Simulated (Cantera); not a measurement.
Charge: 1 mol PbO, 17 mol H₂, 63 mol N₂, equilibrated at 18.0 Pa.

Cantera equilibrium calculation (NASA polynomials, part measured and part estimated; ideal gas, pure solids and liquids). Candidate condensed phases: H₂O, Pb, PbO, PbO₂, Pb₃O₄; 27 gas species. Equilibrium is a limit: real reactors are often held back by kinetics, nucleation or transport.

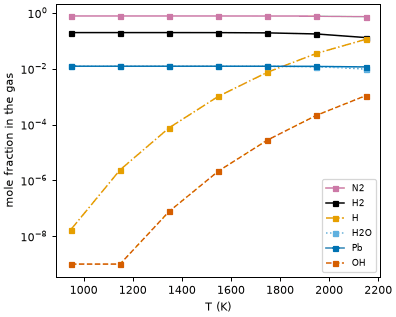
*Equilibrium gas composition (values under 1e-9 drawn at 1e-9)*

**Question.** Read off the mole fractions at 948 K.

**Answer.** N₂ about 0.78, H₂ about 0.20, H₂O about 0.012, Pb about 0.012, H about 1.7e-8.
